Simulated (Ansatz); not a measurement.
**GeClO+ (triplet): one geometry, many settings**

What do other methods and options give for GeClO+ (triplet) at this geometry, and how long do they take?

Method: the settings change from run to run; program: Ansatz 0.2.0, Gaussian basis.

19 further runs of the same task are left out: 3 for a known fault of the program, 8 that didn't finish, 8 set aside as unsound or not needed. Runs told in other sessions of the task aren't counted.

## 1. The system

The geometry is a PBE0/def2-TZVP stationary point (not a proven minimum) of the parent state, kept for this charge and spin. No spin-orbit coupling is included. The filled d shell of Ge may be among the frozen orbitals whatever the setting's name suggests.

3 atoms, charge 1, spin multiplicity 3.

Atoms are counted from 1 here; the program's logs count them from 0.

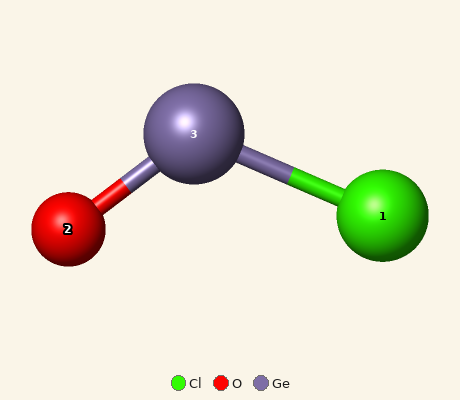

The structure; chlorine green, oxygen red, germanium purple; atoms are numbered from 1 in the order of the file.

## 2. NEVPT2(12,8)/cc-pVDZ

in.yaml reads:

```yaml
crystal:
  periodic: [false, false, false]
  atoms:
    - {symbol: Cl, position_ang: [0.000000, 0.243476, 1.644766]}
    - {symbol: O, position_ang: [0.000000, 0.878551, -1.605214]}
    - {symbol: Ge, position_ang: [0.000000, -0.312338, -0.449193]}
basis:
  gaussian: {orbitals: cc-pVDZ, fitting: {mean_field: def2-universal-jkfit}}
total_charge: 1
magnetization: {spin_polarized: false, initial_magnetization: 2}
correlation: {method: sc_nevpt2, electrons: outside_noble_gas, active_space: {window: {electrons: 12, orbitals: 8}, states: [{multiplicity: 3, weights: [1, 1, 1, 0.5]}, {multiplicity: 5, weights: [1]}]}}
scf: {lower_state_search: off}
```

Started as:

```console
> ansatz run in.yaml --threads 1 --pin off --events-out ev --progress --plain --max-ram 2393MiB
```

The log of the run:

```text
Functional definition: HF
  name "HF"
  cite "Fock, Z. Phys. 61, 126 (1930) doi:10.1007/BF01340294"
  parent pbe
  exchange = exact_x
  correlation = 0
these checks for a lower state are left out or cut short: stability, starts, cluster_reference, orbital_swaps, neighbouring_geometries, increment
471 factors; integrals over basis functions are off by at most 8.7e-2 eV
mean field evaluation 1: about -70989.6596 eV, gradient 6.7e1 eV
mean field evaluation 2: about -70936.4214 eV, gradient 1.3e2 eV
mean field evaluation 4: about -71000.1652 eV, gradient 2.0e1 eV
mean field evaluation 8: about -71002.9714 eV, gradient 1.4e1 eV
mean field -71003.92947286 eV, -2609.3462799357 hartree, gradient 2.9e-6 eV, S^2 2.000000; 0 other end points of the search recorded, 0 dependent functions left out
reference -71003.92947286 eV, -2609.3462799357 hartree; 29, 27 occupied and 30, 32 virtual orbitals, 471 factors
state -71003.84134861 eV, -2609.3430414290 hartree
state -71003.73639240 eV, -2609.3391843597 hartree
state -71002.38949639 eV, -2609.2896868443 hartree
state -71002.31617891 eV, -2609.2869924765 hartree
state -71003.84134861 eV, -2609.3430414290 hartree; corrected -71012.46605142 eV, -2609.6599934114 hartree
state -71003.73639240 eV, -2609.3391843597 hartree; corrected -71012.23468802 eV, -2609.6514909633 hartree
state -71002.38949639 eV, -2609.2896868443 hartree; corrected -71010.67287435 eV, -2609.5940953697 hartree
state -71002.31617891 eV, -2609.2869924765 hartree; corrected -71010.70594112 eV, -2609.5953105509 hartree
state -70999.83867849 eV, -2609.1959460154 hartree
state -70999.83867849 eV, -2609.1959460154 hartree; corrected -71007.60621747 eV, -2609.4813978079 hartree
Total energy: -71010.74062263 eV, -2609.5965850728 hartree
Checks for a lower state left out: stability, starts, cluster_reference, orbital_swaps, neighbouring_geometries, increment
```

Wall time 3.9 s (1 thread of Arm Neoverse V1, shared host).

From the report: 394 determinants; active occupations (of the averaged states) 1.98, 1.96, 1.87, 1.68, 1.56, 1.48, 1.16, 0.31.

## 3. BCCD(T) on UHF/cc-pVDZ

in.yaml reads:

```yaml
crystal:
  periodic: [false, false, false]
  atoms:
    - {symbol: Cl, position_ang: [0.000000, 0.243476, 1.644766]}
    - {symbol: O, position_ang: [0.000000, 0.878551, -1.605214]}
    - {symbol: Ge, position_ang: [0.000000, -0.312338, -0.449193]}
basis:
  gaussian: {orbitals: cc-pVDZ}
total_charge: 1
magnetization: {spin_polarized: true, initial_magnetization: 2}
correlation: {method: bccd_t, electrons: outside_noble_gas}
scf: {lower_state_search: off}
```

Same command.

The log of the run, shortened:

```text
Functional definition: HF
  name "HF"
  cite "Fock, Z. Phys. 61, 126 (1930) doi:10.1007/BF01340294"
  parent pbe
[...]
651 factors; integrals over basis functions are off by at most 6.0e-4 eV
[...]
mean field -71004.16982477 eV, -2609.3551127053 hartree, gradient 1.5e-6 eV, S^2 2.030372; 0 other end points of the search recorded, 0 dependent functions left out
20 core orbitals not correlated: weight in the atoms' cores, before any rotation towards them, 0.980 or more for the frozen orbitals, at most 0.019 for the correlated occupied ones
reference -71004.16982477 eV, -2609.3551127053 hartree; 9, 7 occupied and 30, 32 virtual orbitals, 651 factors
second order -8.90972800 eV of doubles, -0.00000000 eV of singles
cycle   1  -9.37428972 eV  change   -4.6e-1 eV  update   9.8e-2
[...]
cycle  17  -9.70194108 eV  change   -1.0e-5 eV  update   1.9e-5
perturbative correction -0.36604451 eV, -0.0134518877 hartree
Total energy: -71014.23781036 eV, -2609.7251043516 hartree
Checks for a lower state left out: stability, starts, cluster_reference, orbital_swaps, neighbouring_geometries, increment
```

Wall time 3.4 s (1 thread of Arm Neoverse V1, shared host).

From the report: ⟨S²⟩ of the determinant 2.030 (pure triplet: 2.00); correlation -10.0680 eV; largest double amplitude 0.04.

## 4. CCSDT(Q)/B on UHF/STO-3G

in.yaml, as its differences from that of step 3:

```diff
@@ -7,6 +7,6 @@
 basis:
-  gaussian: {orbitals: cc-pVDZ}
+  gaussian: {orbitals: STO-3G, point_charges: [{charge: -1.00, position_ang: [4.005, -0.466, -0.518]}]}
 total_charge: 1
 magnetization: {spin_polarized: true, initial_magnetization: 2}
-correlation: {method: bccd_t, electrons: outside_noble_gas}
+correlation: {method: ccsdt_q_b, electrons: outside_noble_gas, diis_vectors: 12}
 scf: {lower_state_search: off}
```

Same command.

The log of the run, shortened:

```text
Functional definition: HF
  name "HF"
  cite "Fock, Z. Phys. 61, 126 (1930) doi:10.1007/BF01340294"
  parent pbe
[...]
475 factors; integrals over basis functions are off by at most 3.9e-8 eV
[...]
mean field -70207.38596708 eV, -2580.0738460149 hartree, gradient 2.8e-6 eV, S^2 2.025403; 0 other end points of the search recorded, 0 dependent functions left out
20 core orbitals not correlated, not the lowest: weight in the atoms' cores, before any rotation towards them, 0.950 or more for the frozen orbitals, at most 0.026 for the correlated occupied ones
reference -70207.38596708 eV, -2580.0738460149 hartree; 9, 7 occupied and 3, 5 virtual orbitals, 475 factors
second order -1.47022124 eV of doubles, -0.00000000 eV of singles
cycle   1  -1.62858735 eV  change   -1.6e-1 eV  update   1.2e-1
[...]
cycle  32  -2.23780684 eV  change   -1.9e-6 eV  update   1.4e-6
perturbative correction -0.00490275 eV, -0.0001801729 hartree
Total energy: -70209.62867667 eV, -2580.1562640722 hartree
Checks for a lower state left out: stability, starts, cluster_reference, orbital_swaps, neighbouring_geometries, increment
```

It took 1.2 s on 1 thread of Arm Neoverse V1, shared host.

From the report: ⟨S²⟩ of the determinant 2.025 (pure triplet: 2.00); correlation -2.2427 eV; T1 0.036; largest double amplitude 0.08.

## 5. CCSDT on UHF/STO-3G

in.yaml reads:

```yaml
crystal:
  periodic: [false, false, false]
  atoms:
    - {symbol: Cl, position_ang: [0.000000, 0.243476, 1.644766]}
    - {symbol: O, position_ang: [0.000000, 0.878551, -1.605214]}
    - {symbol: Ge, position_ang: [0.000000, -0.312338, -0.449193]}
basis:
  gaussian: {orbitals: STO-3G}
total_charge: 1
magnetization: {spin_polarized: true, initial_magnetization: 2}
correlation: {method: ccsdt, electrons: valence, diis_vectors: 1}
output: {forces: true}
```

The command is unchanged.

The log of the run, shortened:

```text
Functional definition: HF
  name "HF"
  cite "Fock, Z. Phys. 61, 126 (1930) doi:10.1007/BF01340294"
  parent pbe
[...]
475 factors; integrals over basis functions are off by at most 3.9e-8 eV
[...]
mean field -70203.59434740 eV, -2579.9345065617 hartree, gradient 2.5e-6 eV, S^2 2.026681; 10 other end points of the search recorded, 0 dependent functions left out
determinant -70203.59434740 eV, -2579.9345065617 hartree, with singles and doubles -70205.71750028 eV, -2580.0125309907 hartree
determinant -70203.33146802 eV, -2579.9248459225 hartree, with singles and doubles -70205.40347030 eV, -2580.0009906019 hartree
determinant -70200.44052427 eV, -2579.8186056995 hartree, with singles and doubles -70202.58699229 eV, -2579.8974869441 hartree
determinant -70200.33290376 eV, -2579.8146507185 hartree, with singles and doubles -70202.20011139 eV, -2579.8832693332 hartree
[...]
determinant -70203.33146802 eV, -2579.9248459225 hartree, with singles and doubles -70205.41371732 eV, -2580.0013671730 hartree
15 core orbitals not correlated: weight in the atoms' cores, before any rotation towards them, 1.000 or more for the frozen orbitals, at most 0.000 for the correlated occupied ones
reference -70203.59434740 eV, -2579.9345065617 hartree; 14, 12 occupied and 3, 5 virtual orbitals, 475 factors
second order -1.59244220 eV of doubles, -0.00000000 eV of singles
cycle   1  -1.74367233 eV  change   -1.5e-1 eV  update   1.2e-1
[...]
cycle   7  -2.42361740 eV  change   -9.1e-8 eV  update   1.1e-7
[...]
Total energy: -70206.01796480 eV, -2580.0235728582 hartree
Atom 0 at     0.000000     0.243476     1.644766 Å, force     0.000000     0.140986    -0.566794 eV/Å
Atom 1 at     0.000000     0.878551    -1.605214 Å, force    -0.000000     2.045819    -1.473487 eV/Å
Atom 2 at     0.000000    -0.312338    -0.449193 Å, force     0.000000    -2.186805     2.040281 eV/Å
Dipole moment:    -0.000000    -0.202878    -0.601702 e Å
```

It took 23 s on 1 thread of Arm Neoverse V1, shared host.

From the report: ⟨S²⟩ of the determinant 2.027 (pure triplet: 2.00); correlation -2.4236 eV; T1 0.031; largest double amplitude 0.09.

## 6. BCCD on ROHF/STO-3G

in.yaml, as its differences from that of step 5:

```diff
@@ -9,4 +9,3 @@
 total_charge: 1
-magnetization: {spin_polarized: true, initial_magnetization: 2}
-correlation: {method: ccsdt, electrons: valence, diis_vectors: 1}
-output: {forces: true}
+magnetization: {spin_polarized: false, initial_magnetization: 2}
+correlation: {method: bccd, electrons: valence}
```

The command is unchanged.

The log of the run, shortened:

```text
Functional definition: HF
  name "HF"
  cite "Fock, Z. Phys. 61, 126 (1930) doi:10.1007/BF01340294"
  parent pbe
[...]
345 factors; integrals over basis functions are off by at most 2.1e-5 eV
[...]
mean field -70203.46837136 eV, -2579.9298770274 hartree, gradient 1.5e-6 eV, S^2 2.000000; 14 other end points of the search recorded, 0 dependent functions left out
[...]
determinant -70203.46837136 eV, -2579.9298770274 hartree, with singles and doubles -70205.71131823 eV, -2580.0123038048 hartree
determinant -70203.16548340 eV, -2579.9187461002 hartree, with singles and doubles -70205.38665603 eV, -2580.0003726887 hartree
determinant -70200.99191149 eV, -2579.8388688061 hartree, with singles and doubles -70203.64249282 eV, -2579.9362758730 hartree
determinant -70200.35728811 eV, -2579.8155468268 hartree, with singles and doubles -70202.47398194 eV, -2579.8933338902 hartree
determinant -70200.29939295 eV, -2579.8134192188 hartree, with singles and doubles -70202.19880435 eV, -2579.8832213005 hartree
determinant -70199.81861588 eV, -2579.7957509873 hartree, with singles and doubles -70202.58166030 eV, -2579.8972909970 hartree
determinant -70203.46837136 eV, -2579.9298770274 hartree, with singles and doubles -70205.72763620 eV, -2580.0129034790 hartree
determinant -70203.16548340 eV, -2579.9187461002 hartree, with singles and doubles -70205.40186504 eV, -2580.0009316097 hartree
15 core orbitals not correlated: weight in the atoms' cores, before any rotation towards them, 1.000 or more for the frozen orbitals, at most 0.000 for the correlated occupied ones
reference -70203.46837136 eV, -2579.9298770274 hartree; 14, 12 occupied and 3, 5 virtual orbitals, 345 factors
second order -1.66044476 eV of doubles, -0.04920562 eV of singles
cycle   1  -2.19277380 eV  change    6.6e-2 eV  update   3.0e-2
[...]
cycle  12  -2.18487283 eV  change    1.7e-5 eV  update   2.3e-5
Total energy: -70205.65324419 eV, -2580.0101696231 hartree
```

Run time: 4.1 s. Hardware: 1 thread of Arm Neoverse V1, shared host.

From the report: correlation -2.1849 eV; largest double amplitude 0.07.

## 7. BCCD on ROHF/6-31G

in.yaml, as its differences from that of step 6:

```diff
@@ -7,5 +7,5 @@
 basis:
-  gaussian: {orbitals: STO-3G}
+  gaussian: {orbitals: 6-31G}
 total_charge: 1
 magnetization: {spin_polarized: false, initial_magnetization: 2}
-correlation: {method: bccd, electrons: valence}
+correlation: {method: bccd, electrons: outside_noble_gas}
```

Same command.

The log of the run, shortened:

```text
Functional definition: HF
  name "HF"
  cite "Fock, Z. Phys. 61, 126 (1930) doi:10.1007/BF01340294"
  parent pbe
[...]
469 factors; integrals over basis functions are off by at most 5.1e-4 eV
[...]
mean field -70993.22217397 eV, -2608.9527939589 hartree, gradient 3.2e-6 eV, S^2 2.000000; 13 other end points of the search recorded, 0 dependent functions left out
[...]
determinant -70993.22217397 eV, -2608.9527939589 hartree, with singles and doubles -70998.45315406 eV, -2609.1450289316 hartree
determinant -70993.01584872 eV, -2608.9452116459 hartree, with singles and doubles -70998.23949016 eV, -2609.1371769283 hartree
determinant -70991.52647304 eV, -2608.8904780991 hartree, with singles and doubles -70996.92674713 eV, -2609.0889345116 hartree
determinant -70991.07298259 eV, -2608.8738126327 hartree, with singles and doubles -70995.80814869 eV, -2609.0478267771 hartree
determinant -70993.22217397 eV, -2608.9527939589 hartree, with singles and doubles -70998.49425191 eV, -2609.1465392499 hartree
determinant -70993.01584872 eV, -2608.9452116459 hartree, with singles and doubles -70998.28027431 eV, -2609.1386757180 hartree
20 core orbitals not correlated: weight in the atoms' cores, before any rotation towards them, 0.971 or more for the frozen orbitals, at most 0.026 for the correlated occupied ones
reference -70993.22217397 eV, -2608.9527939589 hartree; 9, 7 occupied and 22, 24 virtual orbitals, 469 factors
second order -4.67200182 eV of doubles, -0.07263452 eV of singles
cycle   1  -5.18643838 eV  change    8.6e-2 eV  update   3.2e-2
[...]
cycle  15  -5.19393506 eV  change   -1.3e-5 eV  update   7.9e-6
Total energy: -70998.41610903 eV, -2609.1436675519 hartree
```

It took 18 s on 1 thread of Arm Neoverse V1, shared host.

From the report: correlation -5.1939 eV; largest double amplitude 0.06.

## 8. MRCISD+Q(10,7)/STO-3G

in.yaml, as its differences from that of step 7:

```diff
@@ -7,5 +7,5 @@
 basis:
-  gaussian: {orbitals: 6-31G}
+  gaussian: {orbitals: STO-3G}
 total_charge: 1
 magnetization: {spin_polarized: false, initial_magnetization: 2}
-correlation: {method: bccd, electrons: outside_noble_gas}
+correlation: {method: fic_mrcisd_q, electrons: outside_noble_gas, active_space: {window: {electrons: 10, orbitals: 7}, states: [{multiplicity: 3, weights: [1, 1]}, {multiplicity: 5, weights: [1]}]}}
```

The command is unchanged.

The log of the run, shortened:

```text
Functional definition: HF
  name "HF"
  cite "Fock, Z. Phys. 61, 126 (1930) doi:10.1007/BF01340294"
  parent pbe
[...]
475 factors; integrals over basis functions are off by at most 3.9e-8 eV
[...]
mean field -70203.46849636 eV, -2579.9298816214 hartree, gradient 1.3e-6 eV, S^2 2.000000; 11 other end points of the search recorded, 0 dependent functions left out
reference -70203.46849636 eV, -2579.9298816214 hartree; 29, 27 occupied and 3, 5 virtual orbitals, 475 factors
state -70204.03893559 eV, -2579.9508448763 hartree
state -70203.39353529 eV, -2579.9271268528 hartree
contracted CI cycle   1: correlation 0.00000000 eV, 0.0000000000 hartree, residual 7.26e0 eV
contracted CI cycle   2: correlation -1.56725759 eV, -0.0575956542 hartree, residual 1.63e0 eV
contracted CI cycle   3: correlation -1.65818810 eV, -0.0609372886 hartree, residual 6.60e-1 eV
[...]
contracted CI cycle   4: correlation -1.16325913 eV, -0.0427489847 hartree, residual 3.60e-1 eV
contracted CI cycle   5: correlation -1.17091896 eV, -0.0430304782 hartree, residual 3.10e-1 eV
contracted CI cycle   6: correlation -1.17609187 eV, -0.0432205791 hartree, residual 2.16e-1 eV
contracted CI cycle   7: correlation -1.17775606 eV, -0.0432817370 hartree, residual 8.38e-2 eV
contracted CI cycle   8: correlation -1.17797770 eV, -0.0432898822 hartree, residual 3.25e-2 eV
contracted CI cycle   9: correlation -1.17801544 eV, -0.0432912691 hartree, residual 1.36e-2 eV
contracted CI cycle  10: correlation -1.17802278 eV, -0.0432915387 hartree, residual 6.22e-3 eV
contracted CI cycle  11: correlation -1.17802432 eV, -0.0432915952 hartree, residual 2.95e-3 eV
contracted CI cycle  12: correlation -1.17802466 eV, -0.0432916077 hartree, residual 1.24e-3 eV
state -70200.24684015 eV, -2579.8114879393 hartree; corrected -70201.51108145 eV, -2579.8579479501 hartree
Total energy: -70204.24920397 eV, -2579.9585720968 hartree
```

It took 4.6 s on 1 thread of Arm Neoverse V1, shared host.

From the report: 225 determinants; active occupations (of the averaged states) 2.00, 2.00, 1.95, 1.34, 1.30, 1.03, 0.39.

## 9. CASSCF(4,5)/6-31G

in.yaml reads:

```yaml
crystal:
  periodic: [false, false, false]
  atoms:
    - {symbol: Cl, position_ang: [0.000000, 0.243476, 1.644766]}
    - {symbol: O, position_ang: [0.000000, 0.878551, -1.605214]}
    - {symbol: Ge, position_ang: [0.000000, -0.312338, -0.449193]}
basis:
  gaussian: {orbitals: 6-31G}
total_charge: 1
magnetization: {spin_polarized: false, initial_magnetization: 2}
hamiltonian: {pseudopotentials: {relativity: none}}
correlation: {active_space: {window: {electrons: 4, orbitals: 5}}}
scf: {lower_state_search: off}
```

Same command.

The log of the run, shortened:

```text
Functional definition: HF
  name "HF"
  cite "Fock, Z. Phys. 61, 126 (1930) doi:10.1007/BF01340294"
  parent pbe
[...]
469 factors; integrals over basis functions are off by at most 5.1e-4 eV
[...]
mean field -70993.22217397 eV, -2608.9527939589 hartree, gradient 3.3e-6 eV, S^2 2.000000; 0 other end points of the search recorded, 0 dependent functions left out
reference -70993.22217397 eV, -2608.9527939589 hartree; 29, 27 occupied and 22, 24 virtual orbitals, 469 factors
state -70993.74758843 eV, -2608.9721025842 hartree
Total energy: -70993.74758843 eV, -2608.9721025842 hartree
Checks for a lower state left out: stability, starts, cluster_reference, orbital_swaps, neighbouring_geometries, increment
```

It took 1.8 s on 1 thread of Arm Neoverse V1, shared host.

From the report: 100 determinants; active occupations 1.96, 1.00, 1.00, 0.03, 0.01.

## 10. CCSD/cc-pVDZ

in.yaml reads:

```yaml
crystal:
  periodic: [false, false, false]
  atoms:
    - {symbol: Cl, position_ang: [0.000000, 0.243476, 1.644766]}
    - {symbol: O, position_ang: [0.000000, 0.878551, -1.605214]}
    - {symbol: Ge, position_ang: [0.000000, -0.312338, -0.449193]}
basis:
  gaussian: {orbitals: cc-pVDZ}
total_charge: 1
magnetization: {spin_polarized: false, initial_magnetization: 2}
hamiltonian: {xc: {name: B3LYP}}
correlation: {method: ccsd, electrons: outside_noble_gas}
scf: {lower_state_search: off}
```

Launched as before.

The log of the run, shortened:

```text
Functional definition: B3LYP
  name "B3LYP"
  cite "Stephens, Devlin, Chabalowski & Frisch, J. Phys. Chem. 98, 11623 (1994) doi:10.1021/j100096a001"
  cite "Becke, Phys. Rev. A 38, 3098 (1988) doi:10.1103/PhysRevA.38.3098"
  cite "Lee, Yang & Parr, Phys. Rev. B 37, 785 (1988) doi:10.1103/PhysRevB.37.785"
  cite "Vosko, Wilk & Nusair, Can. J. Phys. 58, 1200 (1980) doi:10.1139/p80-159"
[...]
651 factors; integrals over basis functions are off by at most 6.0e-4 eV
[...]
mean field -71077.52682059 eV, -2612.0509325787 hartree, gradient 2.5e-6 eV, S^2 2.000000; 0 other end points of the search recorded, 0 dependent functions left out
20 core orbitals not correlated: weight in the atoms' cores, before any rotation towards them, 0.980 or more for the frozen orbitals, at most 0.019 for the correlated occupied ones
reference -71002.58656545 eV, -2609.2969289986 hartree; 9, 7 occupied and 30, 32 virtual orbitals, 651 factors
second order -10.36295992 eV of doubles, -0.82856481 eV of singles
cycle   1  -10.28562050 eV  change    9.0e-1 eV  update   1.9e-1
[...]
cycle  15  -11.01312923 eV  change   -1.5e-6 eV  update   1.4e-5
Total energy: -71013.59969468 eV, -2609.7016540327 hartree
Checks for a lower state left out: stability, starts, cluster_reference, orbital_swaps, neighbouring_geometries, increment
```

Run time: 3.3 s. Hardware: 1 thread of Arm Neoverse V1, shared host.

From the report: correlation -11.0131 eV; T1 0.033; largest double amplitude 0.05. The orbitals are Kohn-Sham ones, so correlation energy and T1 don't compare with those on Hartree-Fock orbitals.

## 11. All runs side by side

```
                                           level         correlated  functions  energy (eV)   time
   NEVPT2(12,8)/cc-pVDZ (mean of several states)  outside noble gas         59  -71010.7406  3.9 s
                          BCCD(T) on UHF/cc-pVDZ  outside noble gas         59  -71014.2378  3.4 s
CCSDT(Q)/B on UHF/STO-3G (beside a point charge)  outside noble gas         32  -70209.6287  1.2 s
                             CCSDT on UHF/STO-3G            valence         32  -70206.0180   23 s
                             BCCD on ROHF/STO-3G            valence         32  -70205.6532  4.1 s
                              BCCD on ROHF/6-31G  outside noble gas         51  -70998.4161   18 s
  MRCISD+Q(10,7)/STO-3G (mean of several states)  outside noble gas         32  -70204.2492  4.6 s
                               CASSCF(4,5)/6-31G                            51  -70993.7476  1.8 s
                CCSD/cc-pVDZ (on B3LYP orbitals)  outside noble gas         59  -71013.5997  3.3 s
```

## 12. Outcome

| quantity | value |
| --- | --- |
| runs | 9 |
| quickest | CCSDT(Q)/B on UHF/STO-3G (beside a point charge), 1.2 s |
| slowest | CCSDT on UHF/STO-3G, 23 s |

What this shows: Total energies in different bases, with other cores or another treatment of relativity can't be set against each other. «valence» and «outside noble gas» are the program's key words; the logs give how many orbitals each freezes, and for Ga to Kr the 3d shell needn't follow the word's plain sense. CCSDT on UHF/STO-3G took 18 times as long as CCSDT(Q)/B on UHF/STO-3G (beside a point charge); the jobs differ in more than the method.
